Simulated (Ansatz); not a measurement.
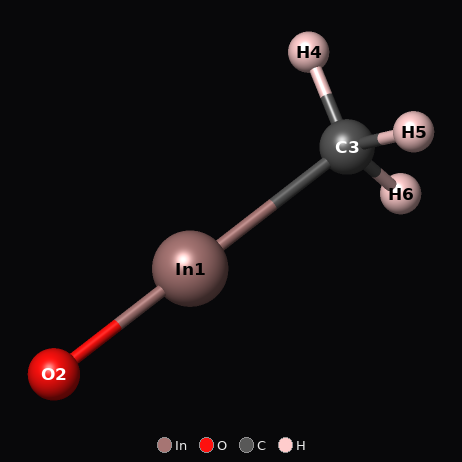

Harmonic vibrations computed with RKS PBE0-D4/def2-TZVP, core potentials on In (Ansatz 0.2.0) at a stationary point of the same level.

Q: How many imaginary frequencies does it have?

A: A minimum: no imaginary frequency, and the lowest mode lies at 147 cm⁻¹.

Q: How many vibrational modes are there, and where do they lie?

A: 12 modes: 147, 147, 526, 743, 743, 835, 1212, 1447, 1447, 3070, 3171, 3171 cm⁻¹.
